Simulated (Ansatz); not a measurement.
**YNbN2: a trial structure relaxed**

Aim: relax a trial structure of YNbN2 and see where it ends.

Program: Ansatz 0.2.0. Level of theory: DFT PBE, scalar-relativistic, plane waves, PAW. These are calculated values, not measurements.

1 further run of the same task is left out (set aside as unsound or not needed).

## Step 1: The system as given

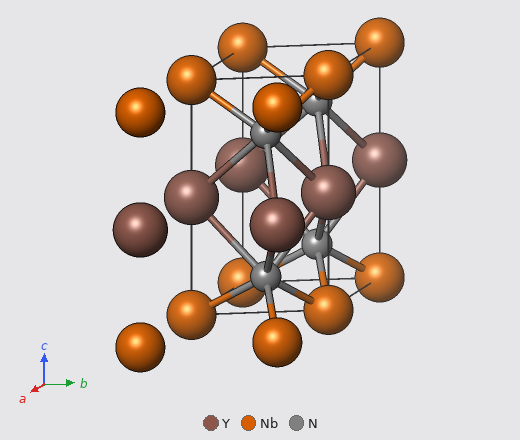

The starting structure, seen slightly off an axis (yttrium brown, niobium orange, nitrogen grey). 2×1×1 cells are drawn. Atoms on the faces are drawn again on the opposite ones.

Structure file:

```
CELL_PARAMETERS angstrom
3.57582 0.00000 0.00000
-1.78791 3.09675 0.00000
0.00000 0.00000 6.27036
ATOMIC_POSITIONS crystal
Y 0.00000 0.00000 0.50000
Nb 0.00000 0.00000 0.00000
N 0.33333 0.66667 0.80511
N 0.33333 0.66667 0.19489
```

Recipe of the guess: random cell by space group and Wyckoff sites (P-6m2, No. 187). Its size is a rough estimate.

## Step 2: Probe: one point on a coarse mesh

File input.yaml:

```yaml
crystal:
  lattice:
    - [3.57582169, 0.0, 0.0]
    - [-1.78791084, 3.09675242, 0.0]
    - [0.0, 0.0, 6.2703603]
  atoms:
    - { symbol: "Y", position: [0.0, 0.0, 0.5] }
    - { symbol: Nb, position: [0.0, 0.0, 0.0] }
    - { symbol: "N", position: [0.33333333, 0.66666667, 0.80511356] }
    - { symbol: "N", position: [0.33333333, 0.66666667, 0.19488644] }
basis:
  ecutwfc: 420
kpoints:
  mp_grid: { grid: [6, 6, 4] }
hamiltonian:
  xc: pbe
scf:
  occupations: { method: gaussian, width: 0.1 }
  lower_state_search: "off"
output:
  forces: true
  stress: true
  eigenvalues: true
```

On the command line:

```bash
ansatz run input.yaml --threads 1 --pin off --max-ram 2560MiB --backend cpu --events-out ev --progress --plain --runs-dir out
```

The program printed, shortened:

```text
[...]
SCF converged after 8 iterations
Free energy (F): -9170.210286 eV
[...]
E sigma→0 (E₀):  -9170.200817 eV
Entropy (-TS):   -0.018939 eV (-4.735 meV/atom)
Fermi energy:    10.924636 eV
[...]
--- Forces (eV/Å), atoms counted from 1 ---
  atom   1  Y     -0.00000000    -0.00000000     0.00000000
  atom   2  Nb     0.00000000    -0.00000000     0.00000000
  atom   3  N      0.00000000    -0.00000000    -1.61705523
  atom   4  N      0.00000000    -0.00000000     1.61705523
[...]
--- Stress (GPa, compression-positive) ---
      -36.193900       0.000000       0.000000
        0.000000     -36.193900       0.000000
        0.000000       0.000000     -17.764924
  P = ⅓ Tr σ = -30.0509 GPa (-300.509 kbar)
--- Band table (eV; the first three rows and the last of 21) ---
  k-point 0: bands = ["-44.8803", "-32.3000", "-20.8274", "-20.8274", "-20.7979", "-12.1575", "-12.1274", "-12.1274", "-3.3466", "-1.6812", "5.5502", "7.5401", "7.5401", "8.6190", "8.6190", "9.4466", "10.6136", "11.5925", "12.3380", "12.3380", "13.1761"]
[...]
```

Wall time 6.8 s (1 thread of Intel Xeon at 2.50GHz (Skylake/Cascade Lake), shared host); peak memory 0.38 GiB.

From the probe: pressure -30.1 GPa, largest force 1.62 eV/Å, gap on this mesh none (metal). A cheap, loose relaxation comes first.

## Step 3: A loose first relaxation

Edit input.yaml of step 2 so:

```diff
@@ -23 +23,6 @@
   eigenvalues: true
+relax:
+  adjacent_minimum: "off"
+  f_tol: 0.04
+  max_steps: 70
+  cell: { stress_tol: 0.4 }
```

On the command line:

```bash
ansatz run input.yaml --threads 1 --pin off --max-ram 2560MiB --backend cpu --events-out ev --progress --plain --runs-dir out
```

The program printed:

```text
Warning: RAYON_NUM_THREADS=1 ignored (pool sized by the plan → 1); use --threads N
Engine: ansatz 0.2.0, x86_64-unknown-linux-gnu
Pseudopotentials: kind: paw
Pseudopotential: Y, paw, valence charge 11, recommended cutoff 420 eV (normal), Y.paw.azcp
Pseudopotential: Nb, paw, valence charge 13, recommended cutoff 420 eV (normal), Nb.paw.azcp
Pseudopotential: N, paw, valence charge 5, recommended cutoff 420 eV (normal), N.paw.azcp
Functional definition: PBE
  parameter kappa = 0.804
  parameter beta = 0.06672455060314922
  exchange = pbe_x(kappa = kappa, mu = beta*pi^2/3)
  correlation = pbe_c(beta = beta)
Crystal: 4 atoms, lattice volume = 69.434 Å³
Basis set: ecut = 420 eV, 1323 PW (Γ), exchange–correlation on 48×48×90 points (8 copies of the dense FFT grid, shifted against one another)
Bands: 21, of which v1, the nominal top of the filled ones, is band 17 counted from 1 (16 counted from 0)
Symmetry: 12 space group operations
Space group: P-6m2 (ITA 187), of the structure as read, at distance tolerance 4.1e-5 Å
k-points: 21 of 144 (time reversal used)
Non-local potential: Y, projectors of the file, l = 0: 3, l = 1: 2, l = 2: 2, l = 3: 1
Non-local potential: Nb, projectors of the file, l = 0: 3, l = 1: 2, l = 2: 2, l = 3: 1
Non-local potential: N, projectors of the file, l = 0: 2, l = 1: 2, l = 2: 1
PAW form: soft (Blöchl's): semilocal exchange-correlation on the pseudo side does not see the compensation charge
PAW one-centre angular grid: Y, 590 points (default); XC on 64 Gauss nodes
PAW one-centre angular grid: Nb, 590 points (default); XC on 64 Gauss nodes
PAW one-centre angular grid: N, 110 points (default); XC on 64 Gauss nodes
Initial density: superposition of atomic densities (neutral atoms: chi_scale 0, normalization atom), corrected by the library's trained network
Initial wavefunctions: pseudopotential atomic-orbital guess
Functional: x = pbe(κ = 0.804, μ = 0.2195149727645171), c = pbe(β = 0.06672455060314922)
SCF iter   1: F=—  HF=-9170.236740 eV  |F-HF|=—  |Δ(HF+E_count)|=         —  Δρ=1.03e-2  dr2=2.84e-1  ethr=1.77e-3  ⟨swp⟩=4.1  Hψ=1986  notcnv=0
preconditioner: auto → Kerker (q_TF=auto, 2.422 Å⁻¹)  [metal: Δε(μ)=0.073 eV  Ē_g=6.663 eV  σ=0.100 eV  W_gap=0.39  n_scr=22 (ndim 8)  ℏωp=18.9 eV  f_vac=0.000  D(μ)=1.85/eV (n_scr^D=10)]
SCF iter   2: F=—  HF=-9170.213611 eV  |F-HF|=—  |Δ(HF+E_count)|=   2.31e-2  Δρ=5.06e-3  dr2=4.11e-2  ethr=8.34e-4  ⟨swp⟩=1.0  Hψ=609  notcnv=0
SCF iter   3: F=—  HF=-9170.210737 eV  |F-HF|=—  |Δ(HF+E_count)|=   2.87e-3  Δρ=2.24e-3  dr2=5.78e-3  ethr=1.21e-4  ⟨swp⟩=1.2  Hψ=449  notcnv=0
SCF iter   4: F=—  HF=-9170.210512 eV  |F-HF|=—  |Δ(HF+E_count)|=   2.25e-4  Δρ=1.21e-3  dr2=4.38e-3  ethr=1.70e-5  ⟨swp⟩=2.0  Hψ=546  notcnv=0
SCF iter   5: F=—  HF=-9170.210303 eV  |F-HF|=—  |Δ(HF+E_count)|=   2.09e-4  Δρ=4.35e-4  dr2=2.43e-4  ethr=1.29e-5  ⟨swp⟩=1.0  Hψ=441  notcnv=0
SCF iter   6: F=—  HF=-9170.210290 eV  |F-HF|=—  |Δ(HF+E_count)|=   1.30e-5  Δρ=1.87e-4  dr2=9.49e-5  ethr=7.16e-7  ⟨swp⟩=2.0  Hψ=549  notcnv=0
SCF iter   7: F=—  HF=-9170.210286 eV  |F-HF|=—  |Δ(HF+E_count)|=   3.65e-6  Δρ=3.17e-5  dr2=1.38e-6  ethr=2.79e-7  ⟨swp⟩=1.4  Hψ=449  notcnv=0
SCF iter   8: F=-9170.210286 eV  HF=-9170.210286 eV  |F-HF|=6.49e-10  |Δ(HF+E_count)|=   1.05e-7  Δρ=7.37e-6  dr2=5.41e-8  ethr=2.94e-10  ⟨swp⟩=3.1  Hψ=1753  notcnv=0
the search or the solves at the SCF's close seem to have found levels that the self-consistency loop had missed (the run counts 1). By its estimate they hold under 1e-12 electrons; where the run keeps them, the occupations were computed again with them
SCF 1 converged in 8 iterations: F = -9170.210286 eV  dr2 = 5.41e-8
relax step   1: F+E_penalty+E_count = -9170.21028627 eV  Δ(F+E_penalty+E_count) = +0.000e0 eV  max|allowed force component| = 1.617e0 eV/Å  Δτ_max = 0.0000 Å  P = -30.051 GPa  Ω = 69.434 Å³  (8 SCF iters, dr2 threshold 1.00e-7 eV, accepted)
Crystal: 4 atoms, lattice volume = 61.283 Å³
Basis set: ecut = 420 eV, 1185 PW (Γ), exchange–correlation on 48×48×90 points (8 copies of the dense FFT grid, shifted against one another)
Initial density: handed on by an earlier stage of this run
Initial wavefunctions: those handed on with the density
iter 1 solved again at ethr=1.53e-3 eV; its pass at ethr=3.10e-3 eV (dr2=5.19e-1 eV) is discarded
SCF iter   1: F=—  HF=-9172.090080 eV  |F-HF|=—  |Δ(HF+E_count)|=         —  Δρ=1.89e-2  dr2=5.21e-1  ethr=1.53e-3  ⟨swp⟩=1.0  Hψ=2743  notcnv=0
preconditioner: auto → Kerker (q_TF=auto, 2.473 Å⁻¹)  [metal: Δε(μ)=0.031 eV  Ē_g=7.356 eV  σ=0.100 eV  W_gap=0.17  n_scr=22 (ndim 8)  ℏωp=20.1 eV  f_vac=0.000  D(μ)=3.67/eV (n_scr^D=36)]
SCF iter   2: F=—  HF=-9172.040733 eV  |F-HF|=—  |Δ(HF+E_count)|=   4.93e-2  Δρ=7.09e-3  dr2=8.94e-2  ethr=1.53e-3  ⟨swp⟩=2.0  Hψ=533  notcnv=0
SCF iter   3: F=—  HF=-9172.034666 eV  |F-HF|=—  |Δ(HF+E_count)|=   6.07e-3  Δρ=2.68e-3  dr2=5.37e-3  ethr=2.63e-4  ⟨swp⟩=1.5  Hψ=492  notcnv=0
SCF iter   4: F=—  HF=-9172.034993 eV  |F-HF|=—  |Δ(HF+E_count)|=   3.28e-4  Δρ=9.70e-4  dr2=8.05e-4  ethr=1.58e-5  ⟨swp⟩=1.5  Hψ=499  notcnv=0
SCF iter   5: F=—  HF=-9172.035095 eV  |F-HF|=—  |Δ(HF+E_count)|=   1.02e-4  Δρ=2.68e-4  dr2=1.33e-4  ethr=2.37e-6  ⟨swp⟩=2.0  Hψ=750  notcnv=0
SCF iter   6: F=—  HF=-9172.035059 eV  |F-HF|=—  |Δ(HF+E_count)|=   3.63e-5  Δρ=5.57e-5  dr2=3.30e-6  ethr=3.92e-7  ⟨swp⟩=1.8  Hψ=538  notcnv=0
SCF iter   7: F=-9172.035060 eV  HF=-9172.035060 eV  |F-HF|=5.28e-8  |Δ(HF+E_count)|=   4.71e-7  Δρ=1.27e-5  dr2=9.53e-8  ethr=1.18e-9  ⟨swp⟩=5.2  Hψ=1880  notcnv=0
SCF 2 converged in 7 iterations: F = -9172.035060 eV  dr2 = 9.53e-8
relax step   2: F+E_penalty+E_count = -9172.03505972 eV  Δ(F+E_penalty+E_count) = -1.825e0 eV  max|allowed force component| = 1.103e0 eV/Å  Δτ_max = 0.0938 Å  P = -25.433 GPa  Ω = 61.283 Å³  energy of the carried Pulay correction = +1.420e-2 eV  (7 SCF iters, dr2 threshold 4.00e-7 eV, accepted)
Crystal: 4 atoms, lattice volume = 53.569 Å³
Basis set: ecut = 420 eV, 1063 PW (Γ), exchange–correlation on 48×48×90 points (8 copies of the dense FFT grid, shifted against one another)
iter 1 solved again at ethr=1.80e-3 eV; its pass at ethr=3.10e-3 eV (dr2=6.11e-1 eV) is discarded
SCF iter   1: F=—  HF=-9173.247472 eV  |F-HF|=—  |Δ(HF+E_count)|=         —  Δρ=2.11e-2  dr2=6.13e-1  ethr=1.80e-3  ⟨swp⟩=1.0  Hψ=2805  notcnv=0
preconditioner: auto → Kerker (q_TF=auto, 2.529 Å⁻¹)  [metal: Δε(μ)=0.082 eV  Ē_g=12.299 eV  σ=0.100 eV  W_gap=0.43  n_scr=22 (ndim 8)  ℏωp=24.9 eV  f_vac=0.000  D(μ)=2.96/eV (n_scr^D=34)]
SCF iter   2: F=—  HF=-9173.180518 eV  |F-HF|=—  |Δ(HF+E_count)|=   6.70e-2  Δρ=7.38e-3  dr2=2.22e-2  ethr=1.80e-3  ⟨swp⟩=2.1  Hψ=656  notcnv=0
SCF iter   3: F=—  HF=-9173.179541 eV  |F-HF|=—  |Δ(HF+E_count)|=   9.77e-4  Δρ=4.23e-3  dr2=8.48e-3  ethr=6.54e-5  ⟨swp⟩=1.5  Hψ=595  notcnv=0
SCF iter   4: F=—  HF=-9173.180196 eV  |F-HF|=—  |Δ(HF+E_count)|=   6.55e-4  Δρ=1.60e-3  dr2=1.45e-3  ethr=2.49e-5  ⟨swp⟩=2.2  Hψ=655  notcnv=0
SCF iter   5: F=—  HF=-9173.180152 eV  |F-HF|=—  |Δ(HF+E_count)|=   4.37e-5  Δρ=4.99e-4  dr2=2.35e-4  ethr=4.27e-6  ⟨swp⟩=2.0  Hψ=592  notcnv=0
SCF iter   6: F=—  HF=-9173.180197 eV  |F-HF|=—  |Δ(HF+E_count)|=   4.49e-5  Δρ=1.90e-4  dr2=8.37e-5  ethr=6.91e-7  ⟨swp⟩=2.1  Hψ=723  notcnv=0
SCF iter   7: F=—  HF=-9173.180194 eV  |F-HF|=—  |Δ(HF+E_count)|=   3.16e-6  Δρ=2.54e-5  dr2=9.44e-7  ethr=2.46e-7  ⟨swp⟩=1.2  Hψ=446  notcnv=0
SCF iter   8: F=-9173.180194 eV  HF=-9173.180194 eV  |F-HF|=1.86e-10  |Δ(HF+E_count)|=   2.94e-8  Δρ=5.35e-6  dr2=1.52e-8  ethr=1.18e-9  ⟨swp⟩=5.1  Hψ=1831  notcnv=0
SCF 3 converged in 8 iterations: F = -9173.180194 eV  dr2 = 1.52e-8
relax step   3: F+E_penalty+E_count = -9173.18019388 eV  Δ(F+E_penalty+E_count) = -1.145e0 eV  max|allowed force component| = 6.012e-1 eV/Å  Δτ_max = 0.0761 Å  P = -11.768 GPa  Ω = 53.569 Å³  energy of the carried Pulay correction = +2.938e-2 eV  (8 SCF iters, dr2 threshold 4.00e-7 eV, accepted)
[... 13 lines left out ...]
relax step   4: F+E_penalty+E_count = -9173.31432182 eV  Δ(F+E_penalty+E_count) = -1.341e-1 eV  max|allowed force component| = 3.901e-1 eV/Å  Δτ_max = 0.0631 Å  P = +6.459 GPa  Ω = 48.194 Å³  energy of the carried Pulay correction = +4.113e-2 eV  (7 SCF iters, dr2 threshold 4.00e-7 eV, accepted)
[... 12 lines left out ...]
relax step   5: F+E_penalty+E_count = -9173.37266813 eV  Δ(F+E_penalty+E_count) = -5.835e-2 eV  max|allowed force component| = 6.756e-2 eV/Å  Δτ_max = 0.0135 Å  P = +0.908 GPa  Ω = 49.763 Å³  energy of the carried Pulay correction = +3.759e-2 eV  (6 SCF iters, dr2 threshold 4.00e-7 eV, accepted)
[... 10 lines left out ...]
relax step   6: F+E_penalty+E_count = -9173.38395802 eV  Δ(F+E_penalty+E_count) = -1.129e-2 eV  max|allowed force component| = 1.890e-2 eV/Å  Δτ_max = 0.0077 Å  P = -0.121 GPa  Ω = 49.878 Å³  energy of the carried Pulay correction = +3.733e-2 eV  (6 SCF iters, dr2 threshold 4.00e-7 eV, accepted)
[... 12 lines left out ...]
relax step   7: F+E_penalty+E_count = -9173.37490987 eV  Δ(F+E_penalty+E_count) = +9.048e-3 eV  max|allowed force component| = 1.909e-2 eV/Å  Δτ_max = 0.0000 Å  P = -0.467 GPa  Ω = 49.878 Å³  stress off target by 5.56e-1 GPa  SCF on the basis re-selected at this cell (its energy is not comparable with the rows above)  (6 SCF iters)
[... 13 lines left out ...]
relax step   8: F+E_penalty+E_count = -9173.37534817 eV  Δ(F+E_penalty+E_count) = -4.383e-4 eV  max|allowed force component| = 6.502e-3 eV/Å  Δτ_max = 0.0010 Å  P = +0.037 GPa  Ω = 49.760 Å³  energy of the carried Pulay correction = +2.553e-4 eV  (6 SCF iters, dr2 threshold 4.00e-7 eV, accepted)
iter 1 solved again at ethr=1.82e-8 eV; its pass at ethr=3.10e-3 eV (dr2=6.17e-6 eV) is discarded
SCF iter   1: F=—  HF=-9173.375145 eV  |F-HF|=—  |Δ(HF+E_count)|=         —  Δρ=9.82e-6  dr2=7.16e-9  ethr=1.82e-8  ⟨swp⟩=3.3  Hψ=3327  notcnv=0
preconditioner: auto → Resta (q_TF=auto, 2.560 Å⁻¹)  ε∞=5.3  [insulator: Δε(μ)=0.138 eV  Ē_g=12.443 eV  σ=0.100 eV  W_gap=0.53  n_scr=22 (ndim 8)  ℏωp=25.8 eV  f_vac=0.000  D(μ)=1.15/eV (n_scr^D=2)  ε∞_Penn≈5.3]
SCF iter   2: F=—  HF=-9173.375140 eV  |F-HF|=—  |Δ(HF+E_count)|=   5.23e-6  Δρ=5.02e-6  dr2=1.67e-9  ethr=2.11e-11  ⟨swp⟩=2.0  Hψ=785  notcnv=0
iter 3 did not close the SCF: its close was put off for the readings that it lacked (scf_convergence_deferred on its scf_iter line)
SCF iter   3: F=-9173.375140 eV  HF=-9173.375140 eV  |F-HF|=2.62e-10  |Δ(HF+E_count)|=   6.07e-9  Δρ=1.05e-6  dr2=9.19e-11  ethr=4.91e-12  ⟨swp⟩=2.0  Hψ=618  notcnv=0
iter 4 did not close the SCF: its close was put off for the readings that it lacked (scf_convergence_deferred on its scf_iter line)
SCF iter   4: F=-9173.375140 eV  HF=-9173.375140 eV  |F-HF|=3.64e-12  |Δ(HF+E_count)|=  2.84e-10  Δρ=1.41e-7  dr2=4.95e-12  ethr=1.00e-12  ⟨swp⟩=1.3  Hψ=492  notcnv=0
iter 5 did not close the SCF: its close was put off for the readings that it lacked (scf_convergence_deferred on its scf_iter line)
SCF iter   5: F=-9173.375140 eV  HF=-9173.375140 eV  |F-HF|=1.82e-12  |Δ(HF+E_count)|=  3.64e-12  Δρ=4.30e-8  dr2=7.58e-13  ethr=1.00e-12  ⟨swp⟩=1.0  Hψ=441  notcnv=0
iter 6 did not close the SCF: its close was put off for the readings that it lacked (scf_convergence_deferred on its scf_iter line)
SCF iter   6: F=-9173.375140 eV  HF=-9173.375140 eV  |F-HF|=0.00e0  |Δ(HF+E_count)|=    0.00e0  Δρ=6.92e-9  dr2=4.17e-14  ethr=1.00e-12  ⟨swp⟩=1.0  Hψ=441  notcnv=0
SCF iter   7: F=-9173.375140 eV  HF=-9173.375140 eV  |F-HF|=3.64e-12  |Δ(HF+E_count)|=    0.00e0  Δρ=1.48e-9  dr2=5.84e-16  ethr=1.00e-12  ⟨swp⟩=1.0  Hψ=966  notcnv=0
SCF 9 converged in 7 iterations: F = -9173.375140 eV  dr2 = 5.84e-16
relax step   9: F+E_penalty+E_count = -9173.37514017 eV  Δ(F+E_penalty+E_count) = +2.080e-4 eV  max|allowed force component| = 6.552e-3 eV/Å  Δτ_max = 0.0000 Å  P = +0.030 GPa  Ω = 49.760 Å³  stress off target by 5.00e-2 GPa  SCF on the basis re-selected at this cell (its energy is not comparable with the rows above)  (7 SCF iters)
basis re-selected at this cell: Δ(F+E_penalty+E_count) = +2.080e-4 eV, ΔP = -0.006 GPa vs the last step (what re-selecting the basis moved, of the pressure what is left beyond the Pulay correction that the steps carried, after the strain that the cell walked since its last selection, with what the two solves' SCF thresholds leave and, on support functions, any second-order correction that the steps lacked; it is no measure of the basis error at this ecutwfc). This SCF's stress stands 5.00e-2 GPa from its target on what of the cell is left free (relax.cell.stress_tol is 4.00e-1 GPa) and its largest allowed force component is 6.55e-3 eV/Å (relax.f_tol is 4.00e-2 eV/Å): within both
SCF converged after 7 iterations
Free energy (F): -9173.375140 eV
Harris-Foulkes:  -9173.375140 eV  (|F-HF|=3.64e-12)
Internal energy: -9173.369394 eV  (E = F + TS)
E sigma→0 (E₀):  -9173.372267 eV
Entropy (-TS):   -0.005746 eV (-1.436 meV/atom)
Fermi energy:    16.214298 eV
--- Per-component energies (eV) ---
  E_band       = -75.041745
  E_kinetic    = 965.497312
  E_local      = -1439.861306  (includes V_loc(G=0)·N_el)
  E_nonlocal   = 258.569843
  E_hartree    = 453.973685
  E_xc         = -472.794240
  E_vxc        = -569.954819  (∫ρ·V_xc dr)
  E_paw        = -6152.020833  (= ΣΔE_a)
  E_vpaw       = -197.240336  (= ΣTr[D̂ρ^β])
  E_aug_tail   = 0.000191  (compensation charges beyond the density's cutoff)
  E_ewald      = -2786.734047
  E_smearing   = -0.005746  (= −TS)
  E_closure    = -0.000000  (closes the sum)
  Σ components = -9173.375140   (vs F -9173.375140, Δ=0.00e0)
--- Forces (eV/Å), atoms counted from 1 ---
  atom   1  Y     -0.00000000     0.00000000     0.00000000
  atom   2  Nb     0.00000000    -0.00000000     0.00000000
  atom   3  N      0.00000000    -0.00000000    -0.00655164
  atom   4  N      0.00000000    -0.00000000     0.00655164
  max |Σ_I F_I| component: 3.04e-16 eV/Å
--- Stress (GPa, compression-positive) ---
        0.020618      -0.000000       0.000000
       -0.000000       0.020618       0.000000
        0.000000       0.000000       0.050043
  P = ⅓ Tr σ = 0.0304 GPa (0.304 kbar)
--- Band table (eV; the first three rows and the last of 21) ---
  k-point 0: bands = ["-39.1415", "-26.2224", "-15.3107", "-14.9143", "-14.9143", "-6.4607", "-5.6515", "-5.6515", "0.7640", "3.0481", "9.5630", "12.5676", "12.5676", "13.4368", "13.4368", "13.9490", "14.8258", "17.3804", "17.3804", "18.8985", "19.2175"]
  k-point 1: bands = ["-39.1415", "-26.2237", "-15.2960", "-14.9143", "-14.9143", "-6.5276", "-5.6521", "-5.6521", "1.0727", "2.6673", "10.1130", "12.6317", "12.6317", "13.0924", "13.4062", "13.4062", "15.6024", "17.4410", "17.4410", "18.7367", "18.9107"]
  k-point 2: bands = ["-39.1414", "-26.2249", "-15.2811", "-14.9142", "-14.9142", "-6.5933", "-5.6528", "-5.6528", "1.7225", "1.9546", "11.0725", "11.9871", "12.7085", "12.7085", "13.3586", "13.3586", "16.9292", "17.4343", "17.8044", "17.8044", "18.1549"]
  k-point 20: bands = ["-39.0514", "-25.9460", "-15.4328", "-15.3451", "-15.1109", "-6.9455", "-6.7524", "-5.9787", "2.1049", "2.5284", "10.6510", "11.0357", "11.4054", "12.4411", "12.6032", "12.7475", "16.0719", "17.4330", "18.1637", "20.4665", "20.5695"]
--- Relaxed structure (7 steps of the walk, 7 accepted, 2 SCFs on fresh bases) ---
  F+E_penalty+E_count = -9173.37514017 eV   max|allowed force component| = 6.552e-3 eV/Å   (the final SCF, on the basis selected at the relaxed cell)
  cell:  # Å, volume = 49.7604 Å³
    - [3.1227702658863077, -2.5210041727485504e-9, 0.0]
    - [-1.5613851307599003, 2.7043983817007313, 0.0]
    - [0.0, 0.0, 5.8921419103736605]
  atoms:
    - { symbol: Y, position: [-1.8503717008154225e-17, -9.251858607474689e-18, 0.5] }
    - { symbol: Nb, position: [-1.8503717008154225e-17, -9.251858607474687e-18, 0.0] }
    - { symbol: N, position: [0.33333333333333326, 0.6666666666666666, 0.7711645352580797] }
    - { symbol: N, position: [0.33333333333333326, 0.6666666666666666, 0.22883546474192043] }
```

Run time: 63 s. Hardware: 1 thread of Intel Xeon at 2.50GHz (Skylake/Cascade Lake), shared host; peak memory 0.4 GiB.

Relaxation path:

```csv
step,energy from step 1 (eV/cell),largest force component (eV/Å),pressure (GPa),volume (Å³)
1,0.0000,1.6171,-30.05,69.43
2,-1.8248,1.1027,-25.43,61.28
3,-2.9699,0.6012,-11.77,53.57
4,-3.1040,0.3901,6.46,48.19
5,-3.1624,0.0676,0.91,49.76
6,-3.1737,0.0189,-0.12,49.88
7,-3.1646,0.0191,-0.47,49.88
8,-3.1651,0.0065,0.04,49.76
9,-3.1649,0.0066,0.03,49.76
```

Step 1 is the start. Steps 7, 9 each repeat the geometry before them on a plane-wave basis chosen anew, so the energy can jump there without any move.

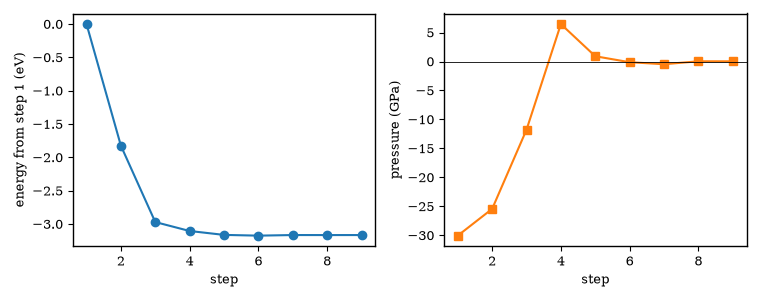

Energy and pressure along the relaxation.

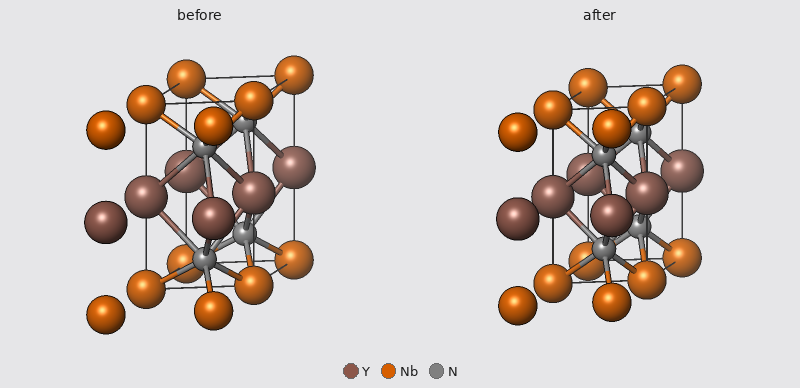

The structure before (left) and after (right) the relaxation, drawn at the same scale.

|  | before | after | change |
| --- | --- | --- | --- |
| a (Å) | 3.576 | 3.123 | -12.7 % |
| b (Å) | 3.576 | 3.123 | -12.7 % |
| c (Å) | 6.270 | 5.892 | -6.0 % |
| volume (Å³/atom) | 17.36 | 12.44 | -28.3 % |
| shortest distance (Å) | 2.399 | 2.251 | -6.2 % |
| space group (0.01 Å) | P-6m2 | P-6m2 | same |

Forces and stress were held to the start's 12 operations: a distortion of lower symmetry was not tested.

(Part 1 of 2 ends here.)
